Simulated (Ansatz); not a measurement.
# C2H4GaN (SMILES N=C=[CH][GaH2]): B3LYP/def2-SVP

What is the electronic atomisation energy of C2H4GaN at B3LYP/def2-SVP? 

The calculation is run with Ansatz 0.2.0.

48 further runs of the same task are left out: 48 set aside as unsound or not needed. Runs told in other sessions of the task aren't counted.

## 1. The system as given

The species is C2H4GaN (8 atoms), meant as a singlet with charge 0. SMILES: `N=C=[CH][GaH2]`. Geometry: relaxed at PBE0-D4/def2-TZVP.

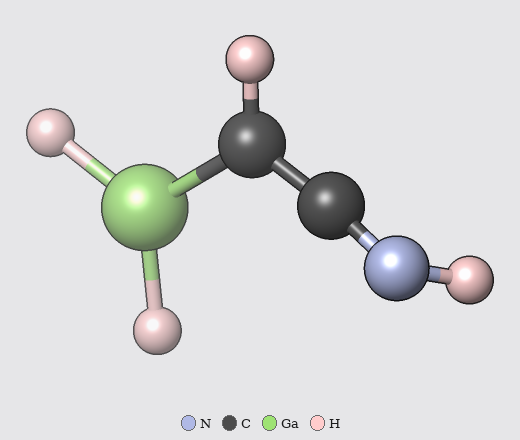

Viewed from a chosen angle; nitrogen light blue, carbon dark grey, gallium green, hydrogen pink.

## 2. The energy at B3LYP/def2-SVP

Input file in.yaml:

```yaml
crystal:
  periodic: [false, false, false]
  atoms:
    - {symbol: "N", position_ang: [0.336900, 2.061700, -0.854600]}
    - {symbol: C, position_ang: [0.365600, 1.114900, -0.096000]}
    - {symbol: C, position_ang: [0.472300, 0.025700, 0.622800]}
    - {symbol: Ga, position_ang: [-0.381300, -1.593600, 0.007200]}
    - {symbol: H, position_ang: [-0.411400, 2.740600, -0.770200]}
    - {symbol: H, position_ang: [1.040500, 0.073900, 1.545200]}
    - {symbol: H, position_ang: [-0.231900, -2.886400, 0.876300]}
    - {symbol: H, position_ang: [-1.190600, -1.536800, -1.330700]}
basis:
  gaussian:
    orbitals: def2-SVP
hamiltonian:
  xc: {name: B3LYP}
accuracy: high
output: {orbitals: {seedname: orbitals}}
```

Command:

```sh
$ ansatz run in.yaml --threads 1 --pin off --max-ram 3480MiB --events-out events.jsonl --progress --plain --runs-dir runs
```

Output:

```text
Warning: RAYON_NUM_THREADS=1 ignored (pool sized by the plan → 1); use --threads N
Functional definition: B3LYP
  name "B3LYP"
  parameter a0 = 0.2
  parameter ax = 0.72
  parameter ac = 0.81
  exchange = (1 - a0 - ax)*slater_x + ax*b88_x + a0*exact_x
  correlation = (1 - ac)*vwn_rpa_c + ac*lyp_c
2065 factors; integrals over basis functions are off by at most 9.3e-9 eV
mean field evaluation 1: about -55990.4439 eV, gradient 5.7e1 eV
mean field evaluation 2: about -55977.1355 eV, gradient 8.7e1 eV
mean field evaluation 4: about -55997.1005 eV, gradient 1.2e1 eV
mean field evaluation 8: about -55997.5698 eV, gradient 6.1e-1 eV
mean field evaluation 16: about -55997.5707 eV, gradient 1.6e-5 eV
mean field -55997.57072800 eV, -2057.8727677373 hartree, gradient 3.9e-8 eV, S^2 0.000000; 0 other end points of the search recorded, 0 dependent functions left out
reference -55997.57076859 eV, -2057.8727692289 hartree; 27, 27 occupied and 67, 67 virtual orbitals, 2065 factors
Total energy: -55997.57076859 eV, -2057.8727692289 hartree
```

It took 8.7 s on 1 thread of Arm Neoverse V1, shared host; peak memory 0.33 GiB.

## 3. The C atom

Input file in.yaml:

```yaml
crystal:
  periodic: [false, false, false]
  atoms:
    - {symbol: C, position_ang: [0.000000, 0.000000, 0.000000]}
basis:
  gaussian: {orbitals: def2-SVP}
magnetization: {spin_polarized: true, initial_magnetization: 2}
accuracy: high
hamiltonian: {xc: {name: B3LYP}}
```

Run the same way, it converges to -37.81406 Eh (log not shown).

## 4. The Ga atom

Input file in.yaml:

```yaml
crystal:
  periodic: [false, false, false]
  atoms:
    - {symbol: Ga, position_ang: [0.000000, 0.000000, 0.000000]}
basis:
  gaussian:
    orbitals: def2-SVP
total_charge: 0
hamiltonian:
  xc: {name: B3LYP}
accuracy: high
magnetization:
  spin_polarized: true
  initial_magnetization: 1
```

Run the same way, it converges to -1924.61350 Eh (log not shown).

## 5. The H atom

Input file input.yaml:

```yaml
crystal:
  periodic: [false, false, false]
  atoms:
    - {symbol: H, position_ang: [0.000000, 0.000000, 0.000000]}
basis:
  gaussian: {orbitals: def2-SVP}
magnetization: {spin_polarized: true, initial_magnetization: 1}
hamiltonian: {xc: {name: B3LYP}}
accuracy: high
```

Command:

```sh
$ ansatz run input.yaml --threads 1 --pin off --max-ram 3480MiB --events-out events.jsonl --progress --plain --runs-dir runs
```

Output, shortened:

```text
Warning: RAYON_NUM_THREADS=1 ignored (pool sized by the plan → 1); use --threads N
[... 7 set-up lines as earlier in the session ...]
15 factors; integrals over basis functions are off by at most 8.9e-10 eV
mean field evaluation 1: about -13.6398 eV, gradient 1.5e-1 eV
mean field evaluation 2: about -13.6397 eV, gradient 1.5e-1 eV
mean field evaluation 4: about -13.6399 eV, gradient 3.7e-3 eV
mean field evaluation 8: about -13.6399 eV, gradient 1.1e-9 eV
mean field -13.63992910 eV, -0.5012581489 hartree, gradient 1.1e-9 eV, S^2 0.750000; 0 other end points of the search recorded, 0 dependent functions left out
reference -13.63994824 eV, -0.5012588523 hartree; 1, 0 occupied and 4, 5 virtual orbitals, 15 factors
Total energy: -13.63994824 eV, -0.5012588523 hartree
```

Run time: 0.14 s. Hardware: 1 thread of Arm Neoverse V1, shared host.

## 6. The N atom, same level

Input file run.yaml:

```yaml
crystal:
  periodic: [false, false, false]
  atoms:
    - {symbol: N, position_ang: [0.000000, 0.000000, 0.000000]}
basis:
  gaussian:
    orbitals: def2-SVP
magnetization:
  spin_polarized: true
  initial_magnetization: 3
hamiltonian:
  xc: {name: B3LYP}
accuracy: high
```

Command:

```sh
$ ansatz run run.yaml --threads 1 --pin off --max-ram 3480MiB --events-out events.jsonl --progress --plain --runs-dir runs
```

Output, shortened:

```text
Warning: RAYON_NUM_THREADS=1 ignored (pool sized by the plan → 1); use --threads N
[... 7 set-up lines as earlier in the session ...]
95 factors; integrals over basis functions are off by at most 1.5e-9 eV
mean field evaluation 1: about -1483.9315 eV, gradient 4.8e0 eV
mean field evaluation 2: about -1484.0095 eV, gradient 2.7e0 eV
mean field evaluation 4: about -1484.0485 eV, gradient 5.9e-2 eV
mean field evaluation 8: about -1484.0486 eV, gradient 1.0e-4 eV
mean field -1484.04862601 eV, -54.5377810816 hartree, gradient 3.3e-9 eV, S^2 3.752921; 0 other end points of the search recorded, 0 dependent functions left out
reference -1484.04864199 eV, -54.5377816688 hartree; 5, 2 occupied and 9, 12 virtual orbitals, 95 factors
Total energy: -1484.04864199 eV, -54.5377816688 hartree
```

It took 0.3 s on 1 thread of Arm Neoverse V1, shared host.

## 7. Outcome

At B3LYP/def2-SVP:

```
                     quantity           value
       molecule: total energy  -2057.87277 Eh
        molecule: HOMO energy        -6.76 eV
        molecule: LUMO energy        -1.66 eV
      molecule: HOMO–LUMO gap         5.10 eV
         C atom: total energy    -37.81406 Eh
                 C atom: ⟨S²⟩           2.003
        Ga atom: total energy  -1924.61350 Eh
                Ga atom: ⟨S²⟩           0.752
         H atom: total energy     -0.50126 Eh
                 H atom: ⟨S²⟩           0.750
         N atom: total energy    -54.53778 Eh
                 N atom: ⟨S²⟩           3.753
electronic atomisation energy       29.615 eV
```

What this shows: Taking the molecule apart into free atoms costs 29.62 eV (683 kcal/mol), before zero-point energy and without spin-orbit coupling.
